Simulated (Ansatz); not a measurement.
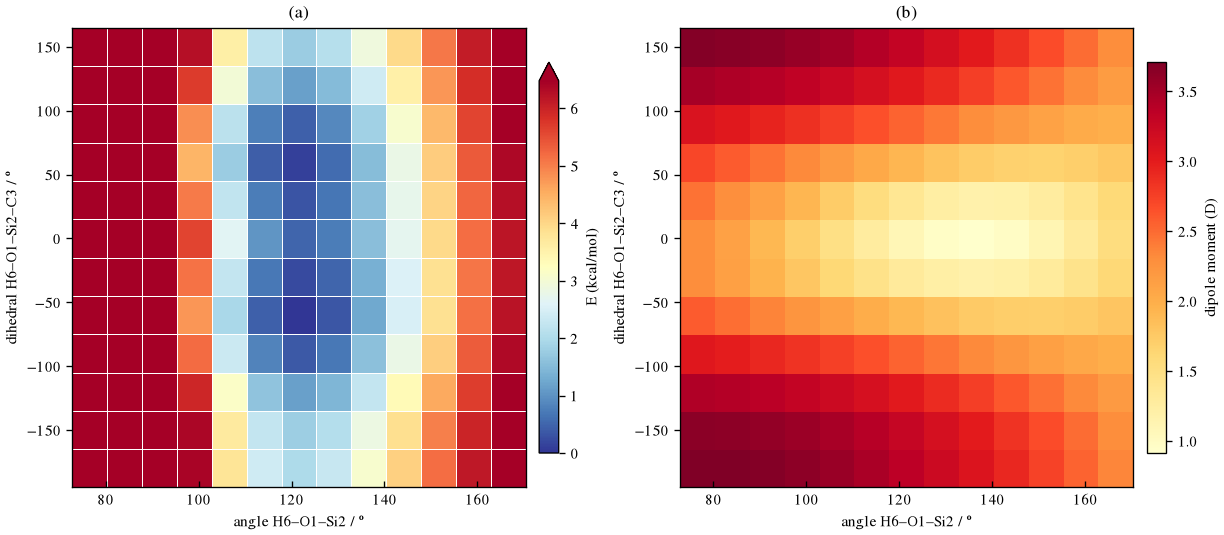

CH4BrFOSi, SMILES O[SiH2]C(F)Br. Coordinates scanned: (1) angle H6–O1–Si2; (2) dihedral H6–O1–Si2–C3. Nothing is relaxed (all other coordinates rigid). Grid: 13 × 12 points. All energies are given in kcal/mol relative to the lowest grid point. Theory: RHF/def2-SVP (Ansatz 0.2.0).

Panel (a) is the energy; panel (b) is the computed dipole moment, in D.

In the figure: one coloured cell a grid point, one colour for all values above the top of the scale.

> How does the dipole moment vary over the map, and what is it at the lowest grid point?

Leaving out the highest fifth of the energies, it runs from 0.91 D at angle H6–O1–Si2 = 136.6°, dihedral H6–O1–Si2–C3 = 0° to 3.63 D at angle H6–O1–Si2 = 99.1°, dihedral H6–O1–Si2–C3 = −180°. At the lowest grid point, angle H6–O1–Si2 = 121.6°, dihedral H6–O1–Si2–C3 = −60°, it is 1.91 D.
